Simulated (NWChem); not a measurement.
# C3H3F3 (SMILES F/C=C(/F)CF): levels of theory compared

Aim: a comparison of 4 runs (HF/STO-3G, HF/3-21G, B3LYP/6-31G*) of C3H3F3. 

The results are computed with NWChem 7.3.0.

## (1) Starting point

The species is C3H3F3 (9 atoms), meant as a singlet with charge 0. As SMILES, `F/C=C(/F)CF`. Geometry: relaxed at PBE0-D4/def2-TZVP. This is one conformer, not always the lowest.

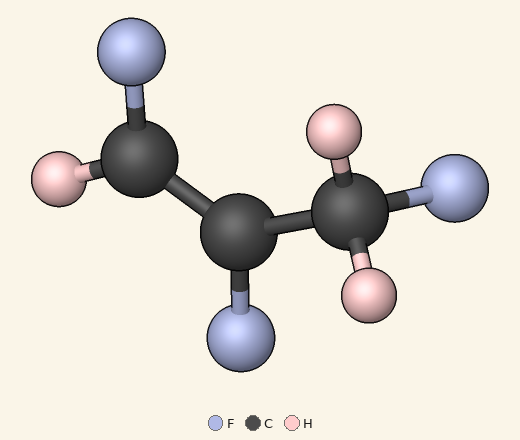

The structure, seen from a chosen angle (fluorine light blue, carbon dark grey, hydrogen pink).

## (2) Energy and gradient at HF/STO-3G (run 1)

run.py

```python
from ase import Atoms
from ase.calculators.nwchem import NWChem

system = Atoms(['F', 'C', 'C', 'F', 'C', 'F', 'H', 'H', 'H'], positions=[
    [-1.763900, -1.116100, 0.099900],
    [-0.618800, -1.106900, -0.581600],
    [0.313600, -0.196800, -0.346900],
    [1.436400, -0.242200, -1.077100],
    [0.268300, 0.880400, 0.664000],
    [0.191400, 2.119100, 0.055000],
    [-0.529300, -1.894100, -1.319400],
    [1.180500, 0.864700, 1.268600],
    [-0.604000, 0.749500, 1.306400],
])

calc = NWChem(
    label='test',
    theory='scf',
    memory='2200 mb',
    basis='STO-3G',
    basispar='spherical bse',
    scf={'nopen': '0', 'rhf': None, 'thresh': '1e-08', 'maxiter': '80'},
)
system.calc = calc

forces = system.get_forces()
e = system.get_potential_energy()
print(f"E = {e:.6f} eV")
print("forces (eV/A):")
for s, f in zip(system.symbols, forces):
    print(f"{s:2s} {f[0]:10.5f} {f[1]:10.5f} {f[2]:10.5f}")
print("dipole (e A):", system.get_dipole_moment().round(4))
```

On the command line:

```bash
$ export ASE_NWCHEM_COMMAND="nwchem PREFIX.nwi > PREFIX.nwo"
$ python run.py
```

The log of the run:

```text
E = -11102.614633 eV
forces (eV/A):
F    -1.35307   -0.10722    0.78048
C     0.45359    0.45509    0.06094
C    -0.37651   -2.14574   -1.36109
F     1.31728    0.06592   -0.72952
C    -0.23988    1.61815    1.27100
F    -0.08906    0.66926   -0.31131
H     0.29727   -0.12696   -0.34350
H     0.10202   -0.23130    0.30725
H    -0.11159   -0.19715    0.32576
dipole (e A): [ 0.0069 -0.2034  0.1248]
```

The calculator wrote test.nwi:

```
title "test"

permanent_dir test

scratch_dir test

start test

geometry units angstrom nocenter noautosym noautoz
  F  -1.7639000000000000e+00 -1.1161000000000001e+00 9.9900000000000003e-02
  C  -6.1880000000000002e-01 -1.1069000000000000e+00 -5.8160000000000001e-01
  C  3.1359999999999999e-01 -1.9680000000000000e-01 -3.4689999999999999e-01
  F  1.4363999999999999e+00 -2.4220000000000000e-01 -1.0770999999999999e+00
  C  2.6829999999999998e-01 8.8039999999999996e-01 6.6400000000000003e-01
  F  1.9139999999999999e-01 2.1191000000000000e+00 5.5000000000000000e-02
  H  -5.2929999999999999e-01 -1.8940999999999999e+00 -1.3193999999999999e+00
  H  1.1805000000000001e+00 8.6470000000000002e-01 1.2685999999999999e+00
  H  -6.0399999999999998e-01 7.4950000000000006e-01 1.3064000000000000e+00
end

memory 2200 mb

basis spherical bse noprint
   * library STO-3G
end

scf
  nopen 0
  rhf
  thresh 1e-08
  maxiter 80
end

task scf gradient
```

test.nwo (excerpt; [...] marks lines left out):

```text
[...]
      One-electron energy =  -1041.210418079324
[... 1 line left out ...]
 Nuclear repulsion energy =    237.256539059587
[... 41 lines left out ...]
                       ROHF Final Molecular Orbital Analysis
[... 225 lines left out ...]
     1   1 0 0      0.012954      0.000000     -2.643916
[...]
  wavefunction    =   RHF
                         RHF ENERGY GRADIENTS
    atom               coordinates                        gradient
                 x          y          z           x          y          z
   1 F      -3.333288  -2.109123   0.188784    0.026313   0.002085  -0.015178
   2 C      -1.169362  -2.091738  -1.099065   -0.008821  -0.008850  -0.001185
   3 C       0.592618  -0.371898  -0.655546    0.007322   0.041728   0.026469
[... 5 lines of this table left out ...]
   9 H      -1.141394   1.416350   2.468738    0.002170   0.003834  -0.006335
[...]
```

Run time: 2.7 s. Hardware: 1 thread of Intel Xeon 6975P-C (Granite Rapids), shared host; peak memory 0.099 GiB.

## (3) Energy and forces at HF/3-21G (run 2)

c3h3f3.nw

```
start c3h3f3
title "C3H3F3 gradient"
memory total 2200 mb
charge 0

geometry units atomic noautosym nocenter noautoz
   F     -3.33328791    -2.10912333     0.18878364
   C     -1.16936253    -2.09173785    -1.09906471
   C      0.59261811    -0.37189810    -0.65554599
   F      2.71440261    -0.45769167    -2.03542401
   C      0.50701352     1.66371488     1.25477815
   F      0.36169358     4.00451863     0.10393494
   H     -1.00023204    -3.57933025    -2.49330465
   H      2.23082169     1.63404618     2.39730656
   H     -1.14139458     1.41634973     2.46873821
end

basis spherical bse
   * library 3-21G
end

scf
   nopen 0
   rhf
   thresh 1e-08
   maxiter 80
   noprint "final vectors analysis"
end

task scf gradient
```

On the command line:

```bash
$ nwchem c3h3f3.nw > c3h3f3.out
```

The log of the run:

```text
[...]
  functions       =    60
[...]
  wavefunction    = RHF
[...]
         Total SCF energy =   -411.363422027732
      One-electron energy =  -1041.473930312538
      Two-electron energy =    392.853986386664
 Nuclear repulsion energy =    237.256521898142
        Time for solution =      1.5s
[...]
                         RHF ENERGY GRADIENTS
    atom               coordinates                        gradient
                 x          y          z           x          y          z
   1 F      -3.333288  -2.109123   0.188784    0.020777  -0.001131  -0.014860
   2 C      -1.169363  -2.091738  -1.099065   -0.037043  -0.010722   0.013196
   3 C       0.592618  -0.371898  -0.655546    0.031246   0.023023  -0.000284
   4 F       2.714403  -0.457692  -2.035424   -0.018600   0.001334   0.011881
   5 C       0.507014   1.663715   1.254778    0.004830   0.013026  -0.022451
   6 F       0.361694   4.004519   0.103935    0.000562  -0.017513   0.009109
   7 H      -1.000232  -3.579330  -2.493305   -0.001760  -0.011023  -0.007898
   8 H       2.230822   1.634046   2.397307    0.008973   0.002264   0.005561
   9 H      -1.141395   1.416350   2.468738   -0.008985   0.000741   0.005744
[...]
```

Run time: 2.4 s. Hardware: 1 thread of Intel Xeon 6975P-C (Granite Rapids), shared host; peak memory 0.094 GiB.

Run 3 isn't shown in full; the table further down has it.

## (4) Energy and gradient at B3LYP/6-31G(d) (Cartesian functions) (run 4)

run.py

```python
from ase import Atoms
from ase.calculators.nwchem import NWChem

atoms = Atoms('FCCFCFHHH', positions=[
    [-1.763900, -1.116100, 0.099900],
    [-0.618800, -1.106900, -0.581600],
    [0.313600, -0.196800, -0.346900],
    [1.436400, -0.242200, -1.077100],
    [0.268300, 0.880400, 0.664000],
    [0.191400, 2.119100, 0.055000],
    [-0.529300, -1.894100, -1.319400],
    [1.180500, 0.864700, 1.268600],
    [-0.604000, 0.749500, 1.306400],
])

calc = NWChem(
    label='c3h3f3',
    theory='dft',
    memory='2200 mb',
    basis='6-31G*',
    dft={'xc': 'b3lyp', 'mult': '1', 'grid': 'fine', 'convergence': 'energy 1e-08', 'iterations': '100', 'mulliken': None},
)
atoms.calc = calc

forces = atoms.get_forces()
e = atoms.get_potential_energy()
print(f"E = {e:.6f} eV")
print("forces (eV/A):")
for s, f in zip(atoms.symbols, forces):
    print(f"{s:2s} {f[0]:10.5f} {f[1]:10.5f} {f[2]:10.5f}")
print("dipole (e A):", atoms.get_dipole_moment().round(4))
```

On the command line:

```bash
$ export ASE_NWCHEM_COMMAND="nwchem PREFIX.nwi > PREFIX.nwo"
$ python run.py
```

The log of the run:

```text
E = -11308.662664 eV
forces (eV/A):
F    -0.53134   -0.03060    0.31907
C     0.11956   -0.25613   -0.31604
C    -0.05024    0.05152    0.13431
F     0.49288    0.00355   -0.30262
C    -0.04206   -0.01229    0.24976
F    -0.00237    0.39569   -0.20646
H     0.00365   -0.05173   -0.05775
H     0.05867   -0.04345    0.08531
H    -0.04875   -0.05651    0.09441
dipole (e A): [ 0.0021 -0.3053  0.1578]
```

The calculator wrote c3h3f3.nwi:

```
title "c3h3f3"

permanent_dir c3h3f3

scratch_dir c3h3f3

start c3h3f3

geometry units angstrom nocenter noautosym noautoz
  F  -1.7639000000000000e+00 -1.1161000000000001e+00 9.9900000000000003e-02
  C  -6.1880000000000002e-01 -1.1069000000000000e+00 -5.8160000000000001e-01
  C  3.1359999999999999e-01 -1.9680000000000000e-01 -3.4689999999999999e-01
  F  1.4363999999999999e+00 -2.4220000000000000e-01 -1.0770999999999999e+00
  C  2.6829999999999998e-01 8.8039999999999996e-01 6.6400000000000003e-01
  F  1.9139999999999999e-01 2.1191000000000000e+00 5.5000000000000000e-02
  H  -5.2929999999999999e-01 -1.8940999999999999e+00 -1.3193999999999999e+00
  H  1.1805000000000001e+00 8.6470000000000002e-01 1.2685999999999999e+00
  H  -6.0399999999999998e-01 7.4950000000000006e-01 1.3064000000000000e+00
end

memory 2200 mb

basis noprint
   * library 6-31G*
end

dft
  xc b3lyp
  mult 1
  grid fine
  convergence energy 1e-08
  iterations 100
  mulliken
end

task dft gradient
```

c3h3f3.nwo (excerpt; [...] marks lines left out):

```text
[...]
         Total DFT energy =     -415.585690995947
[...]
  wavefunction    = closed shell
                         DFT ENERGY GRADIENTS
    atom               coordinates                        gradient
                 x          y          z           x          y          z
   1 F      -3.333288  -2.109123   0.188784    0.010333   0.000595  -0.006205
   2 C      -1.169362  -2.091738  -1.099065   -0.002325   0.004981   0.006146
   3 C       0.592618  -0.371898  -0.655546    0.000977  -0.001002  -0.002612
[... 5 lines of this table left out ...]
   9 H      -1.141394   1.416350   2.468738    0.000948   0.001099  -0.001836
[...]
```

Wall time 17 s (1 thread of Intel Xeon 6975P-C (Granite Rapids), shared host); peak memory 0.12 GiB.

## (5) All runs side by side

| run | level | iteration cap | module | energy (Eh) | dipole moment (D) | HOMO energy (eV) | LUMO energy (eV) | wall time |
| --- | --- | --- | --- | --- | --- | --- | --- | --- |
| 1 | HF/STO-3G | 80 | scf | -408.013565 | 1.15 | -7.85 | 7.89 | 2.7 s |
| 2 | HF/3-21G | 80 | scf | -411.363422 | 2.20 | – | – | 2.4 s |
| 3 | B3LYP/6-31G* (spherical functions) | 100 | dft | -415.580369 | 1.65 | -7.07 | 0.00 | 16 s |
| 4 | B3LYP/6-31G* (Cartesian functions) | 100 | dft | -415.585691 | 1.65 | -7.08 | -0.01 | 17 s |

## (6) What came out

```
                       quantity          value
            run 4: total energy  -415.58569 Eh
           run 4: dipole moment         1.65 D
             run 4: HOMO energy       -7.08 eV
             run 4: LUMO energy       -0.01 eV
           run 4: HOMO–LUMO gap        7.07 eV
run 4: largest force on an atom     0.621 eV/Å
```

The dipole moment (its size) runs from 1.15 D (HF/STO-3G) to 2.20 D (HF/3-21G). Over runs 1, 3, 4 the HOMO–LUMO gap runs from 7.07 eV (B3LYP/6-31G*) to 15.74 eV (HF/STO-3G). The two ends differ in method and basis. In run 1 the basis is minimal, so the values are rough. All runs together took 38 s, the longest 17 s.
